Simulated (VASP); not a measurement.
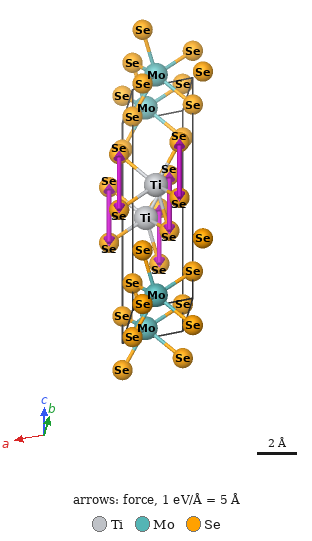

Starting geometry of crystalline TiMoSe4 (a generated structure, set up in P-6m2) with the computed forces as purple arrows. A ball-and-stick model of the cell of the calculation, repeated 1 × 2 × 1 with one cell outlined, seen from a free direction.

The run lets cell and atoms move.

The calculation used Kohn-Sham DFT of a periodic cell, PBE, VASP PAW PBE potentials, recommended in VASP 6.6.1.

Input file:
```
PREC = Normal
ENCUT = 520
EDIFF = 1E-4
ISMEAR = 0
SIGMA = 0.15
LREAL = F
LASPH = T
NELM = 60
ALGO = Fast
ISIF = 3
LWAVE = F
LCHARG = F
GGA = PE
IBRION = 2
NSW = 24
EDIFFG = -0.08
```

Launched with:
```bash
cat potpaw_PBE.64/Ti_sv/POTCAR potpaw_PBE.64/Mo_sv/POTCAR potpaw_PBE.64/Se/POTCAR > POTCAR
mpirun -np 1 vasp_std > vasp.out
```

Q: What follows when this structure is relaxed?

A: It isn't relaxed: the largest force vector, on Se atoms, is 0.73 eV/Å. The atoms end up moving mostly along the starting forces (cosine between the two patterns 0.88). The largest moves relative to the cell, 0.16 Å, are those of Se atoms. Mo and Ti stay in place. The volume changes by +7.0 %, with a = b 3.388 → 3.412 Å (+0.7 %), c 13.519 → 14.263 Å (+5.5 %). Some distances before and after: Se–Ti 2.594 → 2.563 Å, Mo–Se 2.558 → 2.564 Å. Bond angles that change, for instance: Se–Ti–Se 82.1° → 79.5°. The space group stays P-6m2 (No. 187). Over 16 geometry steps the energy falls by 79.6 meV per cell of the calculation. Largest force component: 0.73 eV/Å at the start, 0.035 eV/Å at the end. Pressure: −0.48 GPa at the start and 0.00 GPa at the end.

Limits of the set-up: layers or molecules are held without a dispersion correction, so their spacing is unreliable.
